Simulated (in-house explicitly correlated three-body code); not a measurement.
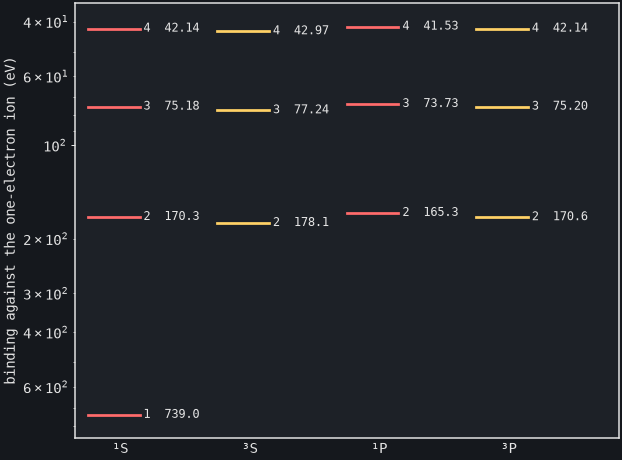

Two electrons around a point charge of unknown size. Computed variationally in 260 exponentially correlated functions with an in-house code, non-relativistic, converged to about 10⁻⁸ of the energy. The plot shows the bound S and P states that converged, by term and principal number n, on a logarithmic scale of binding.

> What is the nuclear charge?

Z = 8 (oxygen). The outer electron of the excited states sees a charge of Z − 1, so they are bound by about 13.6 (Z − 1)²/n² eV. The ground state is bound by 739.0 eV. The n = 2 states drawn run, from the deepest, 2 ³S (178.1 eV), 2 ³P (170.6 eV), 2 ¹S (170.3 eV), 2 ¹P (165.3 eV). Exchange puts 2 ³S below 2 ¹S by 7.78 eV and 2 ³P below 2 ¹P by 5.30 eV. Quantum defects n − (Z − 1)/√(2 E(binding)): 2 ³S 0.065, 2 ³P 0.023, 2 ¹S 0.021, 2 ¹P −0.008.
